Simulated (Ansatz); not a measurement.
Partial pair distribution functions of a relaxed model of amorphous Ga24O41P2, broadened by 0.06 Å; density 4.69 g/cm³. Computed with PBE, scalar-relativistic without spin-orbit coupling (plane waves to 420 eV, PAW; Ansatz, a quantum-chemistry and plane-wave program).

It comes from a melt-quench run on a machine-learned potential (CHGNet), relaxed afterwards by DFT. O atoms were pushed apart under 1.9 Å during the dynamics, to hinder bonds among them. The hot cell started wider than the set density and was brought back towards it in steps. It is the lowest in DFT energy of 2 quenches. It is a model cell: composition and starting density were chosen by hand, and all elements were melted together. No dispersion term was used. Its density started from a set value of 4.69 and ended at 4.69 g/cm³. The simulated quench (nominally 220 K/ps over its main leg) is rapid and tends to freeze in more defects than a deposited or slowly cooled glass has. Values belong to this one cell and scatter from quench to quench. The volume was held where the preparation left it and the shape relaxed, at a PBE pressure of -0.1 GPa (tension).

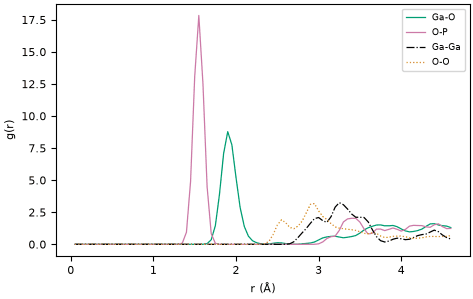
Partial pair distribution functions

Highest peaks under 4.5 Å: Ga-O near 1.90 Å, O-P near 1.55 Å, Ga-Ga near 3.25 Å, O-O near 2.95 Å; pairs of few atoms are noisy.

Within 2.30 Å each Ga has 4.50 O neighbours on average.
